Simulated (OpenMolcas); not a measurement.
# C2H7NSi (SMILES C=C[SiH2]N) at 6 levels

Aim: a comparison of 6 runs (HF/3-21G, B3LYP/cc-pVDZ, M06-2X/cc-pVDZ, M06-L/cc-pVDZ, PBE/cc-pVDZ, revPBE/cc-pVDZ) of C2H7NSi. 

The calculation is run with OpenMolcas 26.06.

## 1. The molecule

C2H7NSi has 11 atoms, charge 0, and is taken as a singlet. As SMILES, `C=C[SiH2]N`. The coordinates come from a PBE0-D4/def2-TZVP relaxation. This is one conformer, not always the lowest.

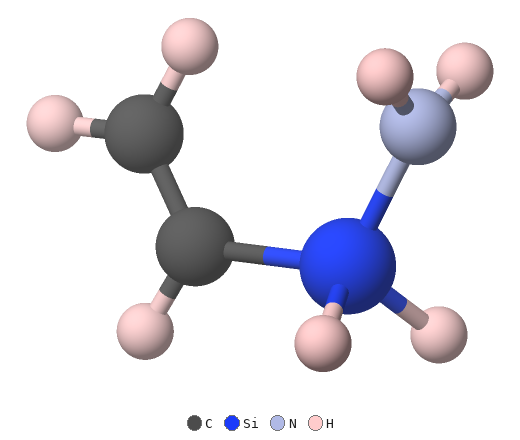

The structure, seen from a chosen angle (carbon dark grey, silicon blue, nitrogen light blue, hydrogen pink).

## 2. Energy and forces at HF/3-21G (run 1)

mol.xyz reads:

```xyz
11

C     -0.676100     1.337000    -0.945000
C      0.089300     1.208600     0.135100
Si     0.596500    -0.444500     0.832600
N      0.002900    -1.803700    -0.028600
H     -0.967100     2.304600    -1.344700
H     -1.046800     0.465600    -1.479100
H      0.433000     2.116700     0.631600
H      0.099500    -0.536600     2.232600
H      2.083200    -0.516700     0.836000
H      0.404900    -2.086000    -0.906300
H     -0.953800    -2.102100     0.056300
```

calc.input reads:

```
>>> EXPORT MOLCAS_PRINT=2

&GATEWAY
 BasLib=$CurrDir
 Coord=mol.xyz
 Basis=3-21G
 Group=NoSym

&SEWARD

&SCF
 Thresholds=1e-10 1e-07 1e-07 1e-05
 PrOrbitals=1

&ALASKA
```

The basis set 3-21G is read from a file made from the Basis Set Exchange's data (not shown).

Started as:

```sh
$ export MOLCAS_MEM=1860
$ pymolcas calc.input > calc.log
```

What it wrote:

```text
--- Start Module: gateway ---
[...]
--- Stop Module: gateway /rc=_RC_ALL_IS_WELL_ ---
[...]
      Basis functions           54
[...]
--- Start Module: scf ---
[...]
       Convergence after  13 Iterations
[...]
::    Total SCF energy                               -420.9191990389
[...]
      Total spin, S                                     0.0000000000
[...]
      Total electronic charge=   40.000000
      Total            charge=   -0.000000
[...]
      Dipole Moment (debye):
      Origin of the operator (angstrom)=    0.1334   -0.1027    0.1807
                   X= -9.9615E-01               Y=  1.0663E-01               Z= -1.4072E+00           Total=  1.7274E+00
      Quadrupole Moment (debye*angstrom):
[...]
--- Stop Module: scf /rc=_RC_ALL_IS_WELL_ ---
[...]
--- Start Module: alaska ---
[...]
 *              Molecular gradients               *
 **************************************************
  Irreducible representation: a
 ------------------------------------------------------------------------------------------
                              X                       Y                       Z
 ------------------------------------------------------------------------------------------
  C1               -1.69149042693739E-03   -5.43003881250392E-05   -2.39312470697950E-03
  C2                8.54074269113347E-03   -2.00160916137921E-02    1.17956451062593E-02
  SI3              -1.30837487253075E-02   -2.30468492972213E-03   -1.85239838018969E-02
  N4                1.42745977799754E-02    1.01047493960067E-02    2.03640936501517E-02
  H5               -1.93399295696328E-03    8.04808987748329E-03   -2.63316947675785E-03
  H6               -2.34859905567197E-03   -7.60220210635065E-03   -3.39590611974261E-03
  H7                2.26342633084231E-03    6.86791115906527E-03    3.28582756810136E-03
  H8               -4.80672548315297E-04   -1.34884914704092E-04   -8.02539308134342E-04
[...]
--- Stop Module: alaska /rc=_RC_ALL_IS_WELL_ ---
[...]
```

It took 3.6 s on 1 thread of Intel Xeon Platinum 8259CL at 2.50GHz (Skylake/Cascade Lake), shared host; peak memory 0.39 GiB.

## 3. Energy and forces at B3LYP/cc-pVDZ (run 2)

input.xyz reads:

```xyz
11

C     -0.676100     1.337000    -0.945000
C      0.089300     1.208600     0.135100
Si     0.596500    -0.444500     0.832600
N      0.002900    -1.803700    -0.028600
H     -0.967100     2.304600    -1.344700
H     -1.046800     0.465600    -1.479100
H      0.433000     2.116700     0.631600
H      0.099500    -0.536600     2.232600
H      2.083200    -0.516700     0.836000
H      0.404900    -2.086000    -0.906300
H     -0.953800    -2.102100     0.056300
```

test.input reads:

```
* C2H7NSi Kohn-Sham DFT
>>> EXPORT MOLCAS_PRINT=2

&GATEWAY
  BasLib=$CurrDir
  Coord=input.xyz
  Basis=cc-pVDZ
  Group=NoSym

&SEWARD
  GridInput
  Grid=UltraFine
  End of Grid

&SCF
  KSDFT=B3LYP
  Thresholds=1e-10 1e-07 1e-07 1e-05
  PrOrbitals=1 1

&ALASKA
```

The basis set cc-pVDZ is read from a file made from the Basis Set Exchange's data (not shown).

Started as:

```sh
$ export MOLCAS_MEM=1860
$ pymolcas test.input > test.log
```

What it wrote:

```text
--- Start Module: gateway ---
[...]
--- Stop Module: gateway /rc=_RC_ALL_IS_WELL_ ---
[...]
      Basis functions           95
[...]
--- Start Module: scf ---
[...]
       Convergence after  14 Iterations
[...]
::    Total KS-DFT energy                            -424.6839530453
[...]
      Total spin, S                                     0.0000000000
[...]
      Total electronic charge=   40.000000
      Total            charge=   -0.000000
[...]
      Dipole Moment (debye):
      Origin of the operator (angstrom)=    0.1334   -0.1027    0.1807
                   X= -7.8422E-01               Y= -2.7972E-01               Z= -1.1138E+00           Total=  1.3906E+00
      Quadrupole Moment (debye*angstrom):
[...]
--- Stop Module: scf /rc=_RC_ALL_IS_WELL_ ---
[...]
--- Start Module: alaska ---
[...]
 *              Molecular gradients               *
 **************************************************
  Irreducible representation: a
 ------------------------------------------------------------------------------------------
                              X                       Y                       Z
 ------------------------------------------------------------------------------------------
  C1                3.87917793364601E-03   -1.44039399456641E-03    5.46242483745019E-03
  C2               -3.00947990479816E-03   -8.53253962926459E-04   -4.27866347728134E-03
  SI3              -5.11938184993266E-03   -5.80427520477167E-03   -7.33908512626691E-03
  N4               -1.31022072651588E-04    8.63512525945609E-03    1.67712233467565E-05
  H5                1.86140517345779E-03   -5.72139006287342E-03    2.56565085873528E-03
  H6                2.07074258500350E-03    5.29519825149416E-03    3.00038310669271E-03
  H7               -2.15285285800082E-03   -5.22987991628776E-03   -3.10109305736184E-03
  H8                1.05858334960440E-03    4.52795341055134E-04   -3.70583911606825E-03
[...]
--- Stop Module: alaska /rc=_RC_ALL_IS_WELL_ ---
[...]
```

Wall time 70 s (1 thread of Intel Xeon Platinum 8259CL at 2.50GHz (Skylake/Cascade Lake), shared host); peak memory 0.53 GiB.

Runs 3 to 5 aren't shown in full; the table further down has their settings and results.

## 4. Energy and forces at revPBE/cc-pVDZ (run 6)

test.input reads:

```
&GATEWAY
  BasLib=$CurrDir
  Coord
  11
  angstrom
  C       -0.676100       1.337000      -0.945000
  C        0.089300       1.208600       0.135100
  Si       0.596500      -0.444500       0.832600
  N        0.002900      -1.803700      -0.028600
  H       -0.967100       2.304600      -1.344700
  H       -1.046800       0.465600      -1.479100
  H        0.433000       2.116700       0.631600
  H        0.099500      -0.536600       2.232600
  H        2.083200      -0.516700       0.836000
  H        0.404900      -2.086000      -0.906300
  H       -0.953800      -2.102100       0.056300
  Basis=cc-pVDZ
  Group=NoSym

&SEWARD
  GridInput
  Grid=UltraFine
  End of Grid

&SCF
  KSDFT=revPBE
  Thresholds=1e-10 1e-07 1e-07 1e-05
  PrOrbitals=1 2

&ALASKA
```

The basis set cc-pVDZ is read from a file made from the Basis Set Exchange's data (not shown).

Started as:

```sh
$ export MOLCAS_MEM=1860
$ pymolcas test.input > test.log
```

What it wrote:

```text
--- Start Module: gateway ---
[...]
--- Stop Module: gateway /rc=_RC_ALL_IS_WELL_ ---
[...]
      Basis functions           95
[...]
--- Start Module: scf ---
[...]
       Convergence after  18 Iterations
[...]
::    Total KS-DFT energy                            -424.5558625014
[...]
      Total spin, S                                     0.0000000000
[...]
      Total electronic charge=   40.000000
      Total            charge=   -0.000000
[...]
      Dipole Moment (debye):
      Origin of the operator (angstrom)=    0.1334   -0.1027    0.1807
                   X= -7.8233E-01               Y= -3.4294E-01               Z= -1.1120E+00           Total=  1.4022E+00
      Quadrupole Moment (debye*angstrom):
[...]
--- Stop Module: scf /rc=_RC_ALL_IS_WELL_ ---
[...]
--- Start Module: alaska ---
[...]
 *              Molecular gradients               *
 **************************************************
  Irreducible representation: a
 ------------------------------------------------------------------------------------------
                              X                       Y                       Z
 ------------------------------------------------------------------------------------------
  C1                7.99910999509645E-03   -2.33606373580475E-03    1.12745607817661E-02
  C2               -7.62234491130132E-03   -1.39556670450958E-04   -1.07904407736230E-02
  SI3              -5.19552489596187E-03   -8.31858854295897E-03   -7.47899089853732E-03
  N4               -1.21825383866692E-03    1.23385466485768E-02   -1.45975788584085E-03
  H5                3.40991151566317E-03   -1.04385837389143E-02    4.69814229748100E-03
  H6                4.04648940292129E-03    9.49363966162808E-03    5.84094834712712E-03
  H7               -3.92287688017001E-03   -9.47546915978936E-03   -5.65297979642621E-03
  H8                2.64739511424383E-03    8.43175652854078E-04   -8.49261497353115E-03
[...]
--- Stop Module: alaska /rc=_RC_ALL_IS_WELL_ ---
[...]
```

It took 81 s on 1 thread of Intel Xeon Platinum 8259CL at 2.50GHz (Skylake/Cascade Lake), shared host; peak memory 0.53 GiB.

## 5. All runs side by side

```csv
run,level,integration grid,energy (Eh),dipole moment (D),HOMO energy (eV),LUMO energy (eV),wall time
1,HF/3-21G,–,-420.919199,1.73,-10.14,4.31,3.6 s
2,B3LYP/cc-pVDZ,UltraFine,-424.683953,1.39,-6.80,-0.09,70 s
3,M06-2X/cc-pVDZ,UltraFine,-424.573868,1.40,-8.42,1.05,86 s
4,M06-L/cc-pVDZ,UltraFine,-424.644398,1.35,-5.90,-0.73,94 s
5,PBE/cc-pVDZ,UltraFine,-424.322506,1.40,-5.61,-0.93,77 s
6,revPBE/cc-pVDZ,UltraFine,-424.555863,1.40,-5.57,-0.86,81 s
```

## 6. Outcome

| quantity | value |
| --- | --- |
| run 6: total energy | -424.55586 Eh |
| run 6: dipole moment | 1.40 D |
| run 6: HOMO energy | -5.57 eV |
| run 6: LUMO energy | -0.86 eV |
| run 6: HOMO–LUMO gap | 4.71 eV |
| run 6: largest force on an atom | 0.721 eV/Å |

In words: The dipole moment (its size) runs from 1.35 D (M06-L/cc-pVDZ) to 1.73 D (HF/3-21G). The two ends differ in method and basis. The HOMO–LUMO gap runs from 4.68 eV (PBE/cc-pVDZ) to 14.45 eV (HF/3-21G). Totals of different functionals can't be ranked against each other. All runs together took 6.9 min, the longest 94 s.
